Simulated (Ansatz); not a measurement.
# CH₄FN: geometry and vibrations

What shape does CH₄FN take? The plan is to relax it, then compute its harmonic vibrations to see whether it is a minimum and to get the zero-point energy and entropy.

Computed with Ansatz 0.2.0, Gaussian basis. Level: RKS PBE0-D4/def2-TZVP.

Levels to be run: relaxation at PBE-D4/def2-SVP; relaxation at PBE0-D4/def2-TZVP; harmonic vibrations at the same level.

1 further run of the same task is left out (set aside as unsound or not needed).

## Step 1: The system as given

SMILES `NCF`, 7 atoms, charge 0, spin multiplicity 1.

Atoms are counted from 1 here; the program's logs count them from 0.

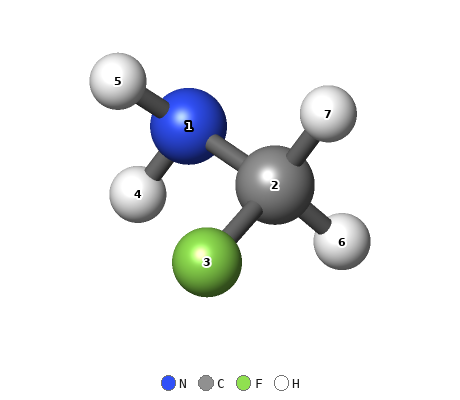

Start geometry, drawn with nitrogen blue, carbon grey, fluorine green, hydrogen white; atoms are numbered from 1 in the order of the file.

Geometry (Å):

```xyz
7
charge 0, multiplicity 1
N    -0.4317   -0.1824   -0.7857
C     0.4555   -0.1381    0.2984
F    -0.0861    0.6921    1.2272
H    -1.3084   -0.3984   -0.4136
H    -0.6041    0.8269   -1.0952
H     0.5739   -1.1169    0.7293
H     1.4622    0.2488   -0.0060
```

The start is a force-field geometry with small random shifts, so a cheaper pass at PBE-D4/def2-SVP comes first.

## Step 2: Relaxation at PBE-D4/def2-SVP (cheap first pass)

The input, in.yaml:

```yaml
crystal:
  periodic: [false, false, false]
  atoms:
    - {symbol: N, position_ang: [-0.431700, -0.182400, -0.785700]}
    - {symbol: C, position_ang: [0.455500, -0.138100, 0.298400]}
    - {symbol: F, position_ang: [-0.086100, 0.692100, 1.227200]}
    - {symbol: H, position_ang: [-1.308400, -0.398400, -0.413600]}
    - {symbol: H, position_ang: [-0.604100, 0.826900, -1.095200]}
    - {symbol: H, position_ang: [0.573900, -1.116900, 0.729300]}
    - {symbol: H, position_ang: [1.462200, 0.248800, -0.006000]}
basis:
  gaussian: {orbitals: def2-SVP}
hamiltonian: {xc: pbe, dispersion: d4}
relax: {f_tol: 0.03, max_steps: 200}
```

The run is started by

```sh
ansatz run in.yaml --threads 2 --pin off --events-out ev --progress --plain --max-ram 4352MiB
```

The log of the run, shortened:

```text
Functional definition: PBE
  name "PBE"
  cite "Perdew, Burke & Ernzerhof, Phys. Rev. Lett. 77, 3865 (1996) doi:10.1103/PhysRevLett.77.3865"
  parent pbe
[...]
710 factors; their error is unknown
[...]
mean field -5298.72472882 eV, -194.7245421794 hartree, gradient 8.8e-6 eV, S^2 0.000000; 0 other end points of the search recorded, 0 dependent functions left out
[...]
reference -5298.72475251 eV, -194.7245430502 hartree; 13, 13 occupied and 49, 49 virtual orbitals, 710 factors
relax step   1: F+E_penalty+E_count = -5298.79050274 eV  Δ(F+E_penalty+E_count) = +0.000e0 eV  max|allowed force component| = 2.517e0 eV/Å  Δτ_max = 0.0000 Å  (25 SCF iters, accepted)
[...]
relax step   5: F+E_penalty+E_count = -5299.10522280 eV  Δ(F+E_penalty+E_count) = -1.118e-2 eV  max|allowed force component| = 2.466e-1 eV/Å  Δτ_max = 0.0596 Å  (27 SCF iters, accepted)
[...]
relax step   6: F+E_penalty+E_count = -5299.10613353 eV  Δ(F+E_penalty+E_count) = -9.107e-4 eV  max|allowed force component| = 2.983e-2 eV/Å  Δτ_max = 0.0058 Å  (29 SCF iters, accepted)
710 factors; their error is unknown
[...]
mean field -5299.04096514 eV, -194.7361636498 hartree, gradient 2.4e-5 eV, S^2 0.000000; 1 other end points of the search recorded, 0 dependent functions left out
[...]
reference -5299.04098970 eV, -194.7361645525 hartree; 13, 13 occupied and 49, 49 virtual orbitals, 710 factors
Total energy: -5299.10615810 eV, -194.7385594470 hartree
Atom 0 at    -0.453779    -0.131158    -0.773747 Å, force     0.019508    -0.003357     0.023263 eV/Å
Atom 1 at     0.441209    -0.104745     0.319955 Å, force    -0.012337    -0.007255    -0.029833 eV/Å
Atom 2 at     0.038323     0.719632     1.394076 Å, force    -0.006089     0.008578     0.009200 eV/Å
Atom 3 at    -1.377959    -0.489325    -0.506563 Å, force     0.003986     0.012060    -0.006398 eV/Å
Atom 4 at    -0.576891     0.797522    -1.193401 Å, force    -0.008644    -0.008043     0.005046 eV/Å
Atom 5 at     0.558479    -1.131240     0.731474 Å, force     0.000736    -0.001847    -0.000623 eV/Å
Atom 6 at     1.431918     0.271314    -0.017394 Å, force     0.002839    -0.000137    -0.000654 eV/Å
Dipole moment:    -0.099249    -0.048366    -0.206230 e Å
```

Run time: 4.2 s. Hardware: 2 threads of Arm Neoverse V2, shared host.

Relaxation path: (the energy doesn't fall at every step)

| step | energy from step 1 (eV) | largest force component (eV/Å) |
| --- | --- | --- |
| 1 | 0.0000 | 2.5168 |
| 2 | -0.2643 | 0.8001 |
| 3 | -0.2568 | 1.5755 |
| 4 | -0.3035 | 0.1780 |
| 5 | -0.3147 | 0.2466 |
| 6 | -0.3156 | 0.0298 |

Distances of close pairs at the start and the end, largest changes first:

```
 bond  before (Å)  after (Å)  change (Å)
C2–F3       1.358      1.413      +0.054
N1–H4       0.977      1.027      +0.050
N1–H5       1.070      1.027      -0.043
C2–H6       1.076      1.112      +0.036
N1–C2       1.402      1.413      +0.012
C2–H7       1.121      1.112      -0.009
```

## Step 3: Geometry optimisation, PBE0-D4/def2-TZVP

The input, in.yaml:

```yaml
crystal:
  periodic: [false, false, false]
  atoms:
    - {symbol: N, position_ang: [-0.453779, -0.131158, -0.773747]}
    - {symbol: C, position_ang: [0.441209, -0.104745, 0.319955]}
    - {symbol: F, position_ang: [0.038323, 0.719632, 1.394076]}
    - {symbol: H, position_ang: [-1.377959, -0.489325, -0.506563]}
    - {symbol: H, position_ang: [-0.576891, 0.797522, -1.193401]}
    - {symbol: H, position_ang: [0.558479, -1.131240, 0.731474]}
    - {symbol: H, position_ang: [1.431918, 0.271314, -0.017394]}
basis:
  gaussian: {orbitals: def2-TZVP}
hamiltonian: {xc: pbe0, dispersion: d4}
relax: {f_tol: 0.005, max_steps: 150}
```

The command is unchanged.

The log of the run, shortened:

```text
Functional definition: PBE0
  name "PBE0"
  cite "Adamo & Barone, J. Chem. Phys. 110, 6158 (1999) doi:10.1063/1.478522"
  cite "Perdew, Burke & Ernzerhof, Phys. Rev. Lett. 77, 3865 (1996) doi:10.1103/PhysRevLett.77.3865"
  parent pbe
[...]
667 factors; their error is unknown
[...]
mean field -5305.68933173 eV, -194.9804866155 hartree, gradient 2.5e-5 eV, S^2 0.000000; 0 other end points of the search recorded, 0 dependent functions left out
[...]
reference -5305.68935215 eV, -194.9804873660 hartree; 13, 13 occupied and 104, 104 virtual orbitals, 667 factors
relax step   1: F+E_penalty+E_count = -5305.74230580 eV  Δ(F+E_penalty+E_count) = +0.000e0 eV  max|allowed force component| = 6.236e-1 eV/Å  Δτ_max = 0.0000 Å  (25 SCF iters, accepted)
[...]
reference -5305.72055500 eV, -194.9816340497 hartree; 13, 13 occupied and 104, 104 virtual orbitals, 667 factors
Total energy: -5305.77356475 eV, -194.9835821222 hartree
Atom 0 at    -0.458625    -0.120829    -0.759838 Å, force    -0.001464     0.000475    -0.000849 eV/Å
Atom 1 at     0.444156    -0.110176     0.313172 Å, force     0.000660     0.000531     0.001890 eV/Å
Atom 2 at     0.043149     0.710136     1.382030 Å, force     0.000779    -0.001430    -0.001809 eV/Å
Atom 3 at    -1.364135    -0.489921    -0.506135 Å, force    -0.000061    -0.000738     0.000368 eV/Å
Atom 4 at    -0.568682     0.787490    -1.188073 Å, force     0.000655     0.000442    -0.000269 eV/Å
Atom 5 at     0.551367    -1.115049     0.726415 Å, force    -0.000626    -0.000218     0.000643 eV/Å
Atom 6 at     1.414072     0.270348    -0.013170 Å, force     0.000057     0.000937     0.000025 eV/Å
Dipole moment:    -0.072919    -0.072491    -0.220847 e Å
```

Wall time 8 s (2 threads of Arm Neoverse V2, shared host).

Step by step:

```
step  energy from step 1 (eV)  largest force component (eV/Å)
   1                   0.0000                          0.6236
   2                  -0.0278                          0.1883
   3                  -0.0308                          0.0531
   4                  -0.0311                          0.0729
   5                  -0.0312                          0.0232
   6                  -0.0312                          0.0019
```

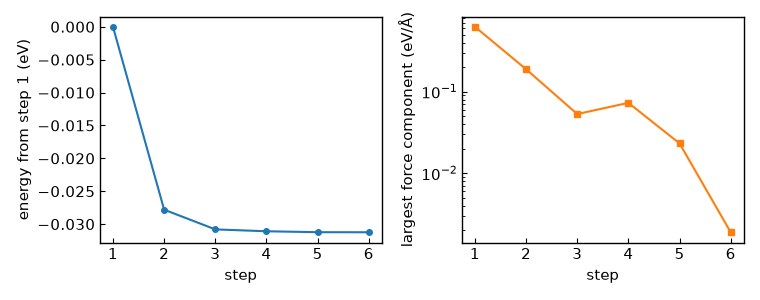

Energy and largest force along the relaxation.

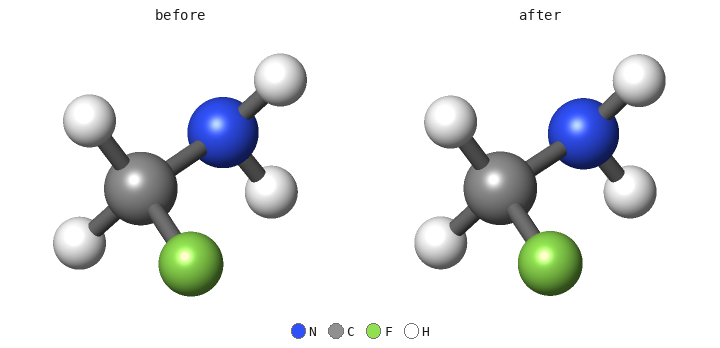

The geometry before (left) and after (right).

Close pairs (by a distance rule), those that changed most:

| bond | before (Å) | after (Å) | change (Å) |
| --- | --- | --- | --- |
| C2–H6 | 1.112 | 1.092 | -0.020 |
| C2–H7 | 1.112 | 1.092 | -0.020 |
| N1–H4 | 1.027 | 1.010 | -0.016 |
| N1–H5 | 1.027 | 1.010 | -0.016 |
| N1–C2 | 1.413 | 1.402 | -0.011 |
| C2–F3 | 1.413 | 1.406 | -0.007 |

Mulliken charges of the relaxed molecule (report file):

```csv
atom,value (e)
N1,-0.49
C2,0.06
F3,-0.25
H4,0.23
H5,0.23
H6,0.11
H7,0.11
```

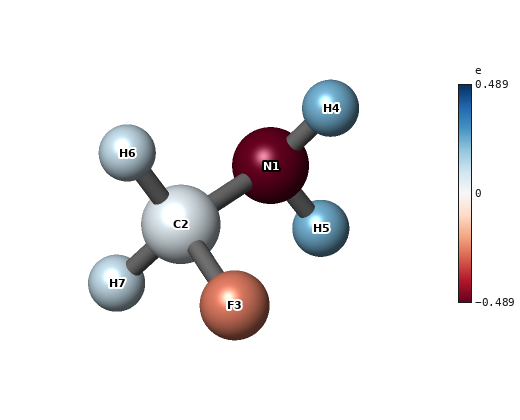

Mulliken charges of the relaxed molecule (report file), as colours on the atoms.

## Step 4: Vibrations by finite differences

The input, in.yaml:

```yaml
crystal:
  periodic: [false, false, false]
  atoms:
    - {symbol: N, position_ang: [-0.458625, -0.120829, -0.759838]}
    - {symbol: C, position_ang: [0.444156, -0.110176, 0.313172]}
    - {symbol: F, position_ang: [0.043149, 0.710136, 1.382030]}
    - {symbol: H, position_ang: [-1.364135, -0.489921, -0.506135]}
    - {symbol: H, position_ang: [-0.568682, 0.787490, -1.188073]}
    - {symbol: H, position_ang: [0.551367, -1.115049, 0.726415]}
    - {symbol: H, position_ang: [1.414072, 0.270348, -0.013170]}
basis:
  gaussian: {orbitals: def2-TZVP}
hamiltonian: {xc: pbe0, dispersion: d4}
phonons: {temperatures: {t_min: 298.15, t_max: 900, t_step: 200}}
```

Launched as before.

The log of the run, shortened:

```text
Functional definition: PBE0
  name "PBE0"
  cite "Adamo & Barone, J. Chem. Phys. 110, 6158 (1999) doi:10.1063/1.478522"
  cite "Perdew, Burke & Ernzerhof, Phys. Rev. Lett. 77, 3865 (1996) doi:10.1103/PhysRevLett.77.3865"
  parent pbe
[...]
667 factors; their error is unknown
[...]
mean field -5305.72053480 eV, -194.9816333073 hartree, gradient 2.6e-5 eV, S^2 0.000000; 0 other end points of the search recorded, 0 dependent functions left out
[...]
reference -5305.72055517 eV, -194.9816340560 hartree; 13, 13 occupied and 104, 104 virtual orbitals, 667 factors
[...]
667 factors; their error is unknown
mean field -5305.72033865 eV, -194.9816260991 hartree, gradient 1.2e-6 eV, S^2 0.000000; 0 other end points of the search recorded, 0 dependent functions left out
[...]
reference -5305.72035902 eV, -194.9816268476 hartree; 13, 13 occupied and 104, 104 virtual orbitals, 667 factors
[...]
Total energy: -5305.77356493 eV, -194.9835821285 hartree
Atom 0 at    -0.458625    -0.120829    -0.759838 Å, force    -0.001471     0.000477    -0.000845 eV/Å
Atom 1 at     0.444156    -0.110176     0.313172 Å, force     0.000657     0.000539     0.001892 eV/Å
Atom 2 at     0.043149     0.710136     1.382030 Å, force     0.000781    -0.001439    -0.001821 eV/Å
Atom 3 at    -1.364135    -0.489921    -0.506135 Å, force    -0.000056    -0.000736     0.000367 eV/Å
Atom 4 at    -0.568682     0.787490    -1.188073 Å, force     0.000653     0.000446    -0.000272 eV/Å
Atom 5 at     0.551367    -1.115049     0.726415 Å, force    -0.000622    -0.000224     0.000652 eV/Å
Atom 6 at     1.414072     0.270348    -0.013170 Å, force     0.000058     0.000937     0.000027 eV/Å
Dipole moment:    -0.072918    -0.072491    -0.220847 e Å
Vibrations: 425.61 468.37 776.61 931.92 963.15 1201.50 1260.56 1381.84 1408.77 1509.81 1675.08 3077.66 3134.31 3558.67 3647.21 cm⁻¹, zero-point energy 1.575907 eV
```

It took 32 s on 2 threads of Arm Neoverse V2, shared host.

Motions are named by where the mode's potential energy lies. The modes, unscaled (a negative number is an imaginary wavenumber):

```
mode  cm⁻¹             motion
   1   426            torsion
   2   468               bend
   3   777  torsion with bend
   4   932               bend
   5   963        C–F stretch
   6  1201        C–N stretch
   7  1261               bend
   8  1382               bend
   9  1409               bend
  10  1510               bend
  11  1675               bend
  12  3078        C–H stretch
  13  3134        C–H stretch
  14  3559        N–H stretch
  15  3647        N–H stretch
```

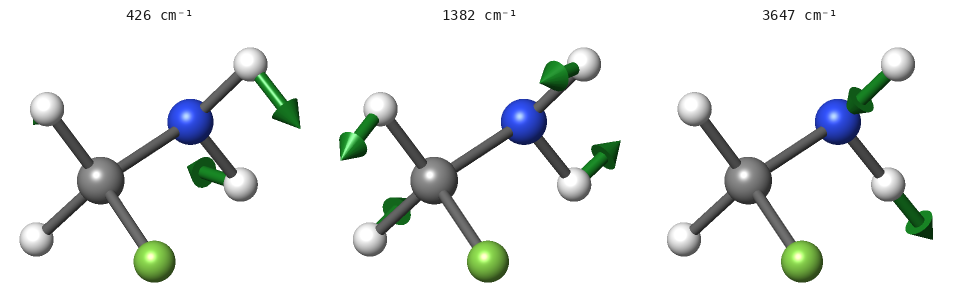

Displacements of 3 modes, as arrows.

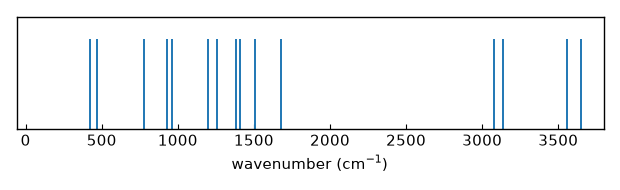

The harmonic wavenumbers as sticks (no intensities were computed).

Ideal gas, rigid rotor and harmonic oscillator at 298.15 K and 1 bar, with symmetry number 1:

| term | value |
| --- | --- |
| zero-point energy | 152.1 kJ/mol |
| H(298) − E | 164.0 kJ/mol |
| entropy, translation | 157.4 J/(mol K) |
| entropy, rotation | 92.2 J/(mol K) |
| entropy, vibration | 9.2 J/(mol K) |
| entropy, total | 258.8 J/(mol K) |

## Step 5: What came out

| quantity | value |
| --- | --- |
| point group | Cs |
| steps | 6 + 6 |
| shift from the start (rms) | 0.108 Å |
| total energy | -5305.7736 eV |
| dispersion term | -53 meV |
| dipole moment | 1.17 D |
| lowest, highest wavenumber | 426, 3647 cm⁻¹ |
| zero-point energy | 152.1 kJ/mol |
| entropy at 298.15 K | 258.8 J/(mol K) |

The relaxed geometry lies 0.11 Å (rms) from the start; the bond that changed most is N1–H5, from 1.070 to 1.010 Å. All wavenumbers are real, so the end point is a minimum. The stiffest mode, 3647 cm⁻¹, is an N–H stretch. Harmonic hybrid wavenumbers usually lie a few per cent above measured fundamentals. The largest Mulliken charge, -0.49 e, sits on N1.
